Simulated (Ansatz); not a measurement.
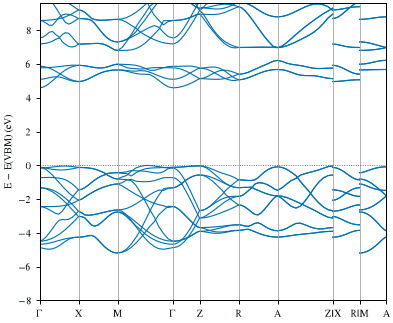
Figure: Band structure from the program Ansatz at the r²SCAN level (PAW)

Read off the gap and where the band edges lie.

About 4.6 eV (4.60 eV by a search for the band edges); maximum on the M–Γ line, 55 % of the way from M, minimum at Γ.

The material is ZrO₂ in space group P4_2/nmc (No. 137; Zr on 2a, O on 4d).

This is a known high-temperature phase of the composition, computed here at zero pressure and temperature. The r²SCAN relaxation kept the symmetry of its start; its stability against distortions is not shown here. No spin polarisation was allowed. Spin–orbit coupling is left out wherever it is not named.

Potentials: the later of the program's two PAW sets.
